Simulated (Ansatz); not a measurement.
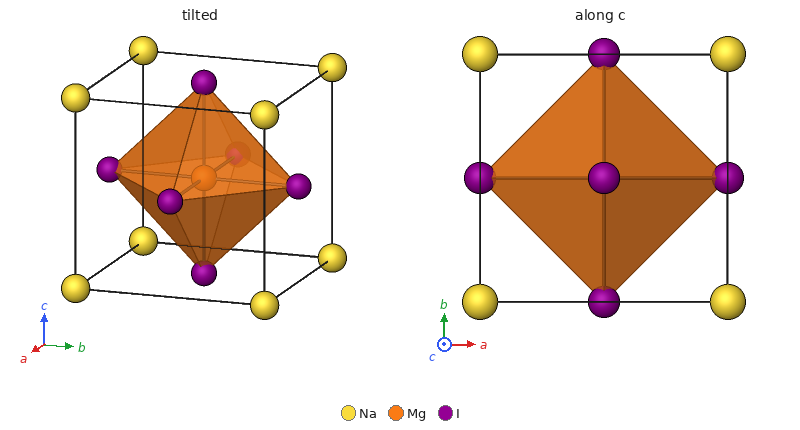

The image is a polyhedral drawing of a crystal, viewed slightly off an axis and along the c axis. The outline marks the conventional unit cell.

NaMgI3, space group P4/mmm (No. 123), a = 5.788 Å, b = 5.788 Å, c = 5.673 Å, α = 90.00°, β = 90.00°, γ = 90.00°. The structure was taken from a structure type filled with these elements by a generator (whether the compound takes this form wasn't checked). The cell was then strained or its atoms displaced on purpose. A calculation with Ansatz used it as input.

This one geometry was computed with Ansatz (DFT, plane waves, PAW) at three levels of theory: r2SCAN, HSE06 and PBE. It was relaxed with r2SCAN and then strained.

**How does the band gap change with the level of theory?**

PBE: a gap of 1.21 eV, indirect; r2SCAN: a gap of 1.82 eV, indirect; HSE06: a gap of 2.09 eV, indirect.

**Collect the results in a table.**

| level | cutoff (eV) | k-mesh of the run's cell | gap (eV) | pressure (GPa) |
| --- | --- | --- | --- | --- |
| r2SCAN | 500 | 4×4×4 | 1.82 | 0.5 |
| HSE06 | 420 | 4×4×4 | 2.09 | 0.3 |
| PBE | 420 | 4×4×4 | 1.21 | 0.7 |

Gaps are taken on the k-mesh or band path of each run.
